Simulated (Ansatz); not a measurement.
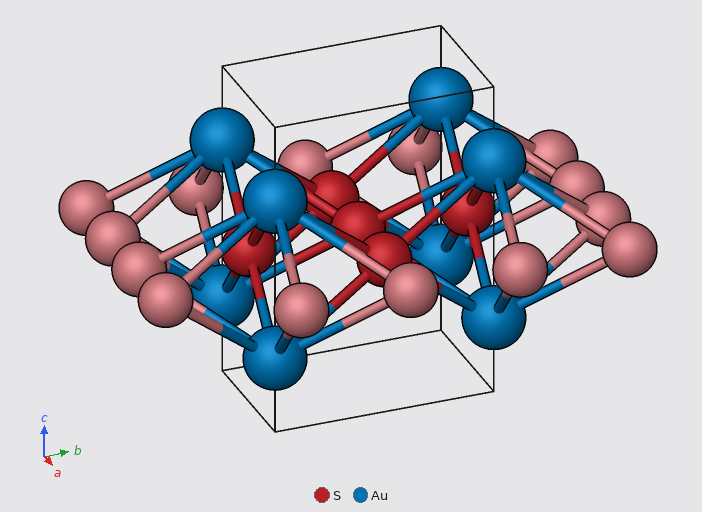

Structure drawing (ball-and-stick), viewed slightly off an axis. The simulation cell is outlined; an atom on or near a face, edge or corner is repeated at each equivalent position. Bonded atoms from the next cells complete the picture, in fainter colours.

```
CELL_PARAMETERS angstrom
5.06188 0.00000 0.00000
-2.53094 4.38372 0.00000
0.00000 0.00000 5.48179
ATOMIC_POSITIONS crystal
S 0.50000 0.00000 0.50000
S 0.00000 0.50000 0.50000
S 0.50000 0.50000 0.50000
Au 0.00000 0.00000 0.75752
Au 0.00000 0.00000 0.24248
```

Computational set-up: Ansatz, DFT PBE, scalar-relativistic, plane waves, PAW, an energy cutoff of 420 eV, 12×12×8 k-mesh, Gaussian smearing of 0.1 eV, no spin polarisation.

Question: What does a Bader analysis give?

Answer: Au +0.12 e; S -0.08 e. Little charge moves, as in a metallic or covalent solid.

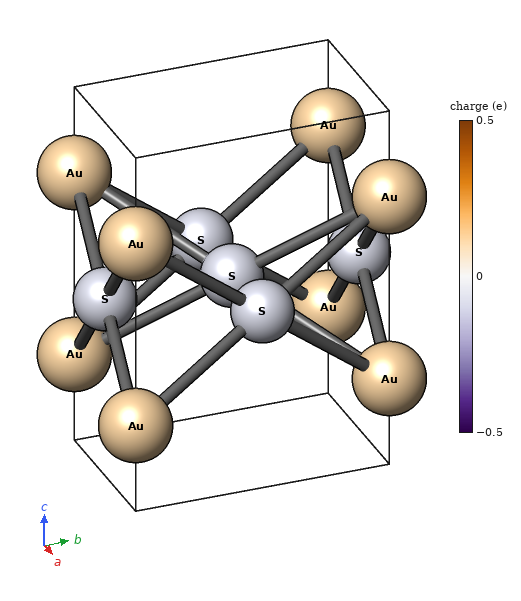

The atoms coloured by those charges.

The cell started as a random cell made by a generator, so it need not be a real form of the compound. Earlier steps of the study may have refined or changed the cell and positions. It was run through Ansatz as a DFT input.
